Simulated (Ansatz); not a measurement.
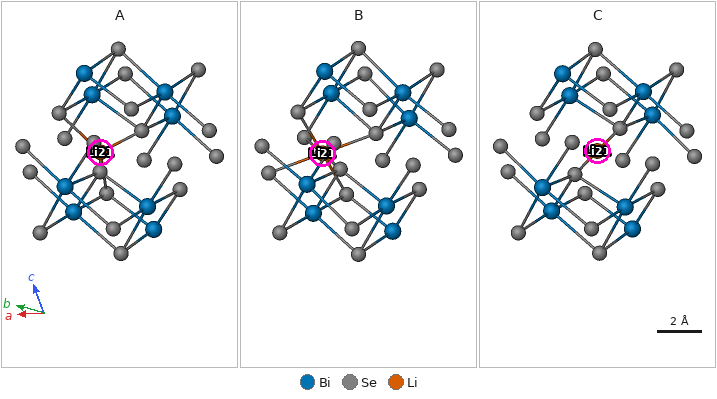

3 geometries from a converged minimum-energy path of a defect cell of composition LiBi$_{8}$Se$_{12}$ (21 atoms in the cell), shuffled. The picture is a ball-and-stick view of the atoms within 5.7 Å of the middle of the path, seen from a free direction. The moving atom is ringed, with any periodic copies. Bonds to atoms that aren't drawn are left out.

The calculation used Ansatz 0.2.0, DFT LDA, scalar-relativistic, plane waves, PAW. Set-up: plane-wave cutoff 420 eV; k-point mesh 3 × 3 × 3; Gaussian smearing 0.1 eV; 3 movable images; climbing image.

> Which frame is the top of the path?

C. In order along the path, whose images run from 0 to 4: C (image 2, +0.94 eV), A (image 3, +0.38 eV), B (image 4, 0.00 eV). The Li atom travels furthest, 4.10 Å from end to end, along +a, on a straight line. At the highest image its nearest neighbour (Se) is 2.18 Å away, against 2.65 Å at the start, and the surrounding atoms stand up to 0.47 Å off the mean of their end positions.

Limits of the set-up: the cell has an odd number of electrons but was run without spin polarisation; the periodic images lie only 8.2 Å apart, so the values are limited by the cell's size.

The run took 2.5 min on 8 threads of AMD EPYC 9R45 96-Core Processor (Zen 5) (shared host), peak memory 6.9 GiB.
